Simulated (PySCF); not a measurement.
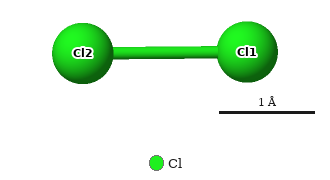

**Figure 1.** The structure as given in the input (ball-and-stick view, seen on its broad side; atoms are numbered from 1 in the order of the input). Bond lengths as drawn: Cl–Cl 1.75 Å.

# What a change does: single-point calculation on Cl$_{2}$

System: Cl$_{2}$.
Method of the first run: UHF/jorge-dzp, gradient (PySCF 2.14.0).

Text and figures count atoms from 1; the logs count them from 0 in places.

**Input file, the first run**
```python
from pyscf import gto, scf

mol = gto.M(
    atom='Cl 0 0 0; Cl 0 0 1.746',
    basis='jorge-dzp',
    charge=0,
    spin=0,
    verbose=4,
)
mf = scf.UHF(mol)
mf.kernel()
mf.nuc_grad_method().kernel()
mf.dip_moment()
print('orbital energies (hartree):', [e[max(0, n-3):n+3].round(4) for e, n in zip(mf.mo_energy, mol.nelec)])
```

Launched with:
```bash
OMP_NUM_THREADS=1 python input.py
```

Hardware: 1 CPU thread, shared host.

**Output, shortened to warnings, some set-up lines, iterations and results (the first run)**
```
[...]
cycle= 1 E= -918.901899959664  delta_E= 0.566  |g|= 0.21  |ddm|= 1.07
cycle= 2 E= -918.922406574959  delta_E= -0.0205  |g|= 0.0828  |ddm|= 0.235
cycle= 3 E= -918.925528994403  delta_E= -0.00312  |g|= 0.012  |ddm|= 0.0688
cycle= 4 E= -918.925676423377  delta_E= -0.000147  |g|= 0.00234  |ddm|= 0.0183
cycle= 5 E= -918.925682503028  delta_E= -6.08e-06  |g|= 0.000323  |ddm|= 0.00367
cycle= 6 E= -918.925682599425  delta_E= -9.64e-08  |g|= 5.2e-05  |ddm|= 0.000422
cycle= 7 E= -918.925682602578  delta_E= -3.15e-09  |g|= 1.85e-05  |ddm|= 8.49e-05
cycle= 8 E= -918.925682603112  delta_E= -5.34e-10  |g|= 4.77e-06  |ddm|= 4.01e-05
  alpha nocc = 17  HOMO = -0.412323672969211  LUMO = 0.137466829733739
  beta  nocc = 17  HOMO = -0.412324455508187  LUMO = 0.137466829733739
  HOMO = -0.412323672969  LUMO = 0.137466829734  gap/eV = 14.96056
Extra cycle  E= -918.925682603138  delta_E= -2.55e-11  |g|= 2.56e-06  |ddm|= 6.44e-06
converged SCF energy = -918.925682603138  <S^2> = 4.0692782e-11  2S+1 = 1

******** <class 'pyscf.grad.uhf.Gradients'> for <class 'pyscf.scf.uhf.UHF'> ********
unit = Eh/Bohr
--------------- UHF gradients ---------------
         x                y                z
0 Cl     0.0000000000     0.0000000000     0.2251479017
1 Cl    -0.0000000000    -0.0000000000    -0.2251479017
----------------------------------------------
Dipole moment(X, Y, Z, Debye):  0.00000,  0.00000, -0.00000
orbital energies (hartree): [array([-0.6126, -0.4123, -0.4123,  0.1375,  0.4135,  0.5059]), array([-0.6126, -0.4123, -0.4123,  0.1375,  0.4135,  0.5059])]
```

The input of the second run differs as follows (lines with − go, lines with + come):
```diff
-    atom='Cl 0 0 0; Cl 0 0 1.746',
+    atom='Cl 0 0 0; Cl 0 0 1.798',
```

Predict how the results change.

With the same method and basis, the second run lies 11.8 kcal/mol lower. The number of SCF iterations is the same.

**Output, shortened to warnings, some set-up lines, iterations and results (the second run)**
```
[...]
cycle= 1 E= -918.92237112775  delta_E= 0.412  |g|= 0.203  |ddm|= 1.03
cycle= 2 E= -918.9414073482  delta_E= -0.019  |g|= 0.0794  |ddm|= 0.223
cycle= 3 E= -918.944289862446  delta_E= -0.00288  |g|= 0.0115  |ddm|= 0.0648
cycle= 4 E= -918.944424958003  delta_E= -0.000135  |g|= 0.00218  |ddm|= 0.0169
cycle= 5 E= -918.944430312657  delta_E= -5.35e-06  |g|= 0.00028  |ddm|= 0.00334
cycle= 6 E= -918.944430380926  delta_E= -6.83e-08  |g|= 4.86e-05  |ddm|= 0.000352
cycle= 7 E= -918.944430383629  delta_E= -2.7e-09  |g|= 1.83e-05  |ddm|= 7.53e-05
cycle= 8 E= -918.94443038416  delta_E= -5.31e-10  |g|= 4.66e-06  |ddm|= 3.97e-05
  alpha nocc = 17  HOMO = -0.420182017144681  LUMO = 0.115662628273782
  beta  nocc = 17  HOMO = -0.420182766287009  LUMO = 0.115662628273782
  HOMO = -0.420182017145  LUMO = 0.115662628274  gap/eV = 14.58108
Extra cycle  E= -918.944430384184  delta_E= -2.39e-11  |g|= 2.51e-06  |ddm|= 6.16e-06
converged SCF energy = -918.944430384184  <S^2> = 4.0120796e-11  2S+1 = 1

******** <class 'pyscf.grad.uhf.Gradients'> for <class 'pyscf.scf.uhf.UHF'> ********
unit = Eh/Bohr
--------------- UHF gradients ---------------
         x                y                z
0 Cl    -0.0000000000    -0.0000000000     0.1588704011
1 Cl     0.0000000000     0.0000000000    -0.1588704011
----------------------------------------------
Dipole moment(X, Y, Z, Debye): -0.00000, -0.00000, -0.00000
orbital energies (hartree): [array([-0.6012, -0.4202, -0.4202,  0.1157,  0.4223,  0.5131]), array([-0.6012, -0.4202, -0.4202,  0.1157,  0.4223,  0.5131])]
```

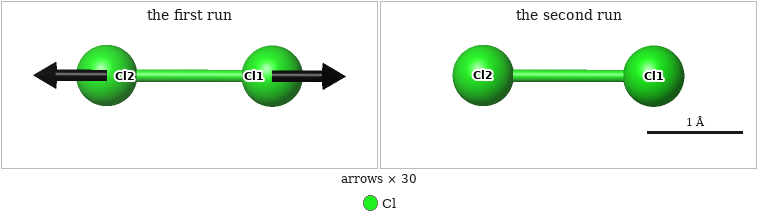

**Figure 2.** The two input geometries at one scale (ball-and-stick view, seen on its broad side). The black arrows on the first give the shifts of the atoms after the best rigid fit, magnified 30 times. The largest moves after the best rigid fit, 0.026 Å, are those of Cl1 and Cl2. Among the contacts that change: Cl1–Cl2 1.746 → 1.798 Å.

**The two runs side by side**

| quantity | the first run | the second run |
| --- | --- | --- |
| outcome | converged | converged |
| SCF energy (hartree) | −918.925683 | −918.944430 |
| dipole moment (D) | 0.00 | 0.00 |
| SCF iterations | 8 | 8 |
| wall time (shared host) | 2.4 s | 2.3 s |
